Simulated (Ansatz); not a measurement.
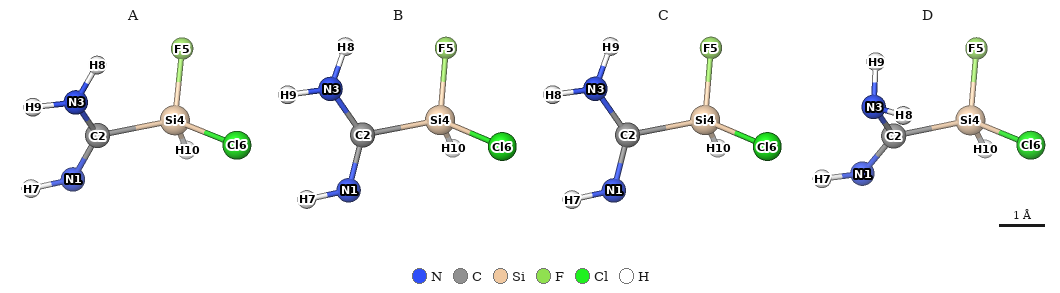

4 geometries from a converged minimum-energy path of CH₄ClFN₂Si, shuffled. A ball-and-stick model, seen at a tilt.

Method: Ansatz, RKS r2SCANh/def2-SVP. Settings: 5 movable images; climbing image; force threshold 0.03 eV/Å; iteration limit 60; starting path by image-dependent pair potential.

Question: Which frame is the top of the path?

Answer: D. In order along the path, whose images run from 0 to 6: B (image 0, 0.00 eV), A (image 1, +0.04 eV), D (image 3, +0.47 eV), C (image 6, 0.00 eV). The motion is a rotation about the C2–N3 bond by about 180°. No bond forms or breaks between the ends. Bond angles that change up to the highest image, for instance: H8–N3–H9 117.7° → 104.6°, C2–N3–H9 120.9° → 109.2°.

Cost: 5 min on 2 threads of Intel(R) Xeon(R) Platinum 8559C (Emerald Rapids) (shared host), peak memory 0.33 GiB.
